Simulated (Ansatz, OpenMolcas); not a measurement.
A ladder of methods for AlCl (aluminium monochloride)

AlCl has 2 atoms, charge 0, and is taken as a singlet. As SMILES, `[Al][Cl]`. Geometry: the measured bond length.

```xyz
2

Al    0.0000    0.0000    0.0000
Cl    0.0000    0.0000    2.1301
```

Each level gives the vertical energy of the triplet above the singlet (eV). The values are calculated.

```json
{"level": "BLYP/STO-3G", "kind": "GGA", "program": "Ansatz", "value (eV)": "4.80", "less FCI/STO-3G": "+0.21"}
{"level": "revPBE/STO-3G", "kind": "GGA", "program": "Ansatz", "value (eV)": "4.57", "less FCI/STO-3G": "-0.02"}
{"level": "B3LYP/STO-3G", "kind": "global hybrid", "program": "Ansatz", "value (eV)": "4.75", "less FCI/STO-3G": "+0.16"}
{"level": "CAM-B3LYP/STO-3G", "kind": "range-separated hybrid", "program": "Ansatz", "value (eV)": "4.71", "less FCI/STO-3G": "+0.12"}
{"level": "HSE06/STO-3G", "kind": "range-separated hybrid", "program": "Ansatz", "value (eV)": "4.55", "less FCI/STO-3G": "-0.04"}
{"level": "BCCD(T)/STO-3G", "kind": "coupled cluster or CI", "program": "Ansatz", "value (eV)": "4.59", "less FCI/STO-3G": "0.00"}
{"level": "CCSD/STO-3G", "kind": "coupled cluster or CI", "program": "Ansatz", "value (eV)": "4.59", "less FCI/STO-3G": "0.00"}
{"level": "CCSDT/STO-3G", "kind": "coupled cluster or CI", "program": "Ansatz", "value (eV)": "4.59", "less FCI/STO-3G": "0.00"}
{"level": "FCI/STO-3G, open shells restricted", "kind": "exact in the basis", "program": "OpenMolcas", "value (eV)": "4.59", "less FCI/STO-3G": "0.00"}
```

FCI/STO-3G, open shells restricted is exact within its basis and frozen core, so for wave-function methods in that basis the difference is their error; functionals converge differently with the basis, so for them it is only a difference. The values span 4.55 to 4.80 eV. All rows use very small basis sets, so even the best lies far from the true value.

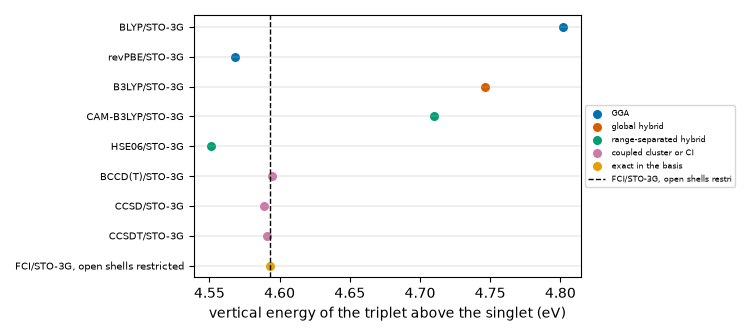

The values of the table, level by level.
